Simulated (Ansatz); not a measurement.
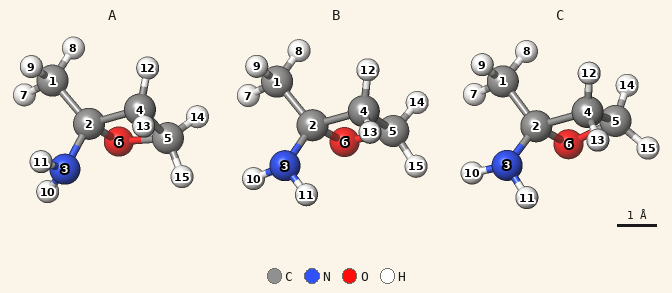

3 geometries from a converged minimum-energy path of C$_{4}$H$_{9}$NO, shuffled. A ball-and-stick model, seen at a tilt.

These are results of Ansatz, RKS PBE/6-31G, not measurements. Settings: 5 movable images; climbing image; force threshold 0.05 eV/Å; iteration limit 60; starting path through a guess of the saddle point.

> Which frame is the transition state?

A. In order along the path, whose images run from 0 to 6: C (image 0, 0.00 eV), B (image 1, +0.03 eV), A (image 3, +0.33 eV). The motion is a rotation about the C2–N3 bond. No bond forms or breaks between the ends. Bond angles that change up to the highest image, for instance: N3–C2–O6 114.5° → 107.0°, C2–N3–H10 116.7° → 111.9°.

The run took 11 min on 1 thread of Intel(R) Xeon(R) Processor @ 2.70GHz (shared host), peak memory 0.16 GiB.
